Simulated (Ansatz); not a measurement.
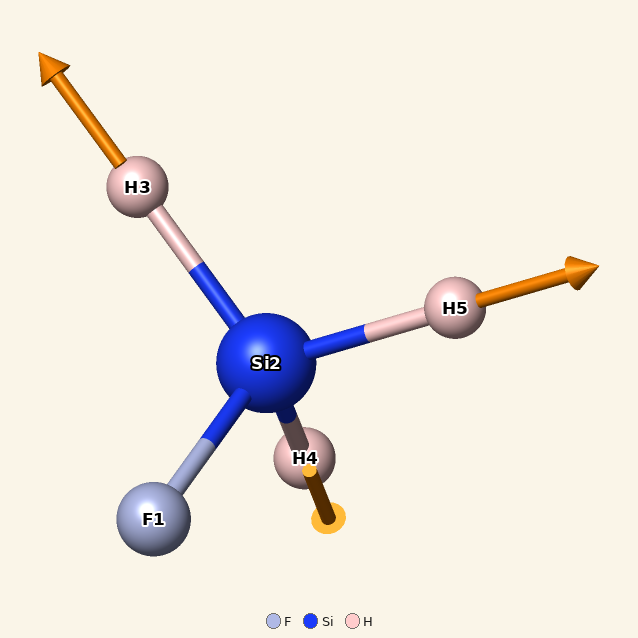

The arrows show one normal mode. Harmonic vibrations computed with RKS PBE0-D4/def2-TZVP (Ansatz 0.2.0) at a stationary point of the same level.

What kind of motion is it?

Mostly in-phase stretching of 3 Si–H bonds.

Estimate its harmonic wavenumber.

2251 cm⁻¹; it is mode 7 of 9 counted from the lowest.
